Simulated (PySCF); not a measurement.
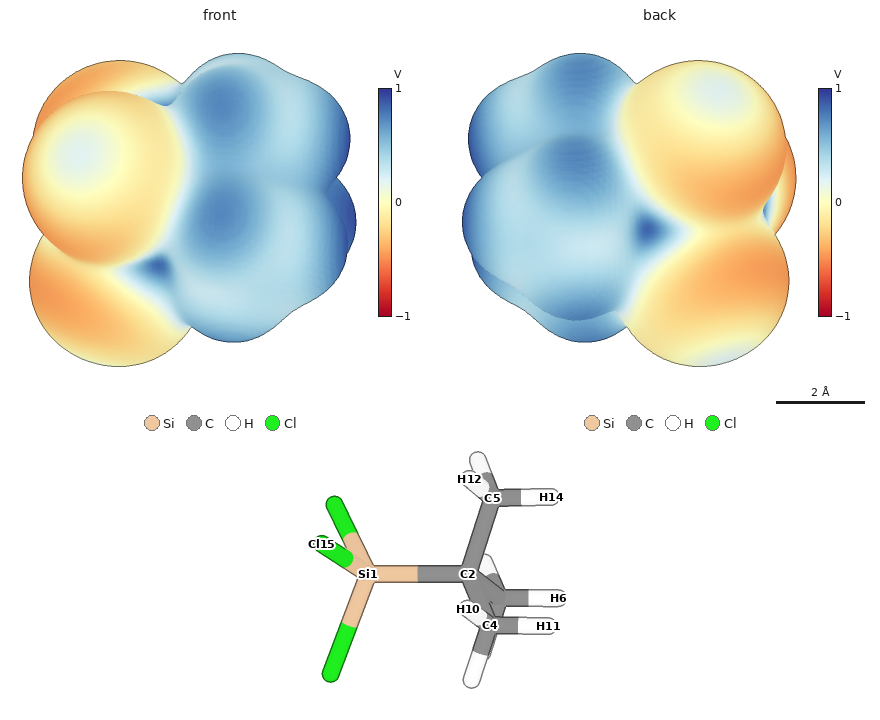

Figure 1: C4H9Cl3Si (Si(tBu)Cl3). The molecular electrostatic potential painted on the density surface at 0.002 e/bohr³, seen from the front and from behind; red is negative and blue positive. The bare structure is drawn below in the same view.

Geometry: PBE0-D3(BJ)/def2-SVP.

Theory: PBE0/pcSseg-1, SCF density, gas phase, non-relativistic (PySCF).

```yaml
atoms:
  - { symbol: Si, position_ang: [0.0816, 0.0731, -1.7155] }
  - { symbol: C, position_ang: [-0.0105, -0.0067, 0.1621] }
  - { symbol: C, position_ang: [-1.4836, 0.0373, 0.5793] }
  - { symbol: C, position_ang: [0.7450, 1.1969, 0.7343] }
  - { symbol: C, position_ang: [0.6380, -1.3159, 0.6236] }
  - { symbol: H, position_ang: [-1.5568, -0.0106, 1.6790] }
  - { symbol: H, position_ang: [-1.9733, 0.9669, 0.2507] }
  - { symbol: H, position_ang: [-2.0504, -0.8121, 0.1677] }
  - { symbol: H, position_ang: [0.3086, 2.1498, 0.3976] }
  - { symbol: H, position_ang: [1.8071, 1.1861, 0.4459] }
  - { symbol: H, position_ang: [0.6937, 1.1751, 1.8359] }
  - { symbol: H, position_ang: [1.6916, -1.3823, 0.3117] }
  - { symbol: H, position_ang: [0.1083, -2.1955, 0.2270] }
  - { symbol: H, position_ang: [0.6091, -1.3741, 1.7248] }
  - { symbol: Cl, position_ang: [2.0365, 0.0587, -2.3577] }
  - { symbol: Cl, position_ang: [-0.8025, 1.7875, -2.4338] }
  - { symbol: Cl, position_ang: [-0.8711, -1.5348, -2.5723] }
```

Question: Describe the electrostatic potential map.

Answer: The most negative region (about −0.4 V) lies over Cl15, Cl16 and Cl17, the most positive (about +0.9 V) over H6, H11 and H14.

Question: How polar is the molecule by this calculation?

Answer: Its dipole moment is 2.72 D.
